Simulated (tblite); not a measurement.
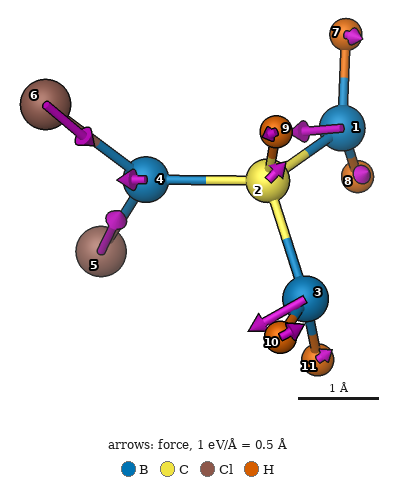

Starting geometry of CH5B3Cl2 with the computed forces as purple arrows. Style: ball-and-stick. Shown at a tilt.

The calculation used GFN2-xTB geometry optimisation, gas phase in tblite 0.8.0. 

What follows when this structure is relaxed?

Answer. It isn't relaxed: the largest force vector, on Cl5, is 2.07 eV/Å. The final displacements have little in common with the starting forces (cosine between the two patterns 0.28). After 40 geometry steps the energy has fallen by 16.4 kcal/mol. The atom that moves furthest after the best rigid fit is H10 (0.79 Å). Largest moves by element: H 0.79 Å, Cl 0.25 Å, C 0.15 Å, B 0.14 Å. Some distances before and after: B4–Cl5 1.861 → 1.716 Å, B4–Cl6 1.851 → 1.728 Å, B1–C2 1.608 → 1.575 Å, B1–H8 1.190 → 1.167 Å. Bond angles that change, for instance: B1–C2–B3 110.1° → 103.3°, H10–B3–H11 115.6° → 120.3°, B1–C2–H9 107.6° → 111.2°. The run took 0.19 s on 1 thread of AMD EPYC 9R45 96-Core Processor, on a shared host.
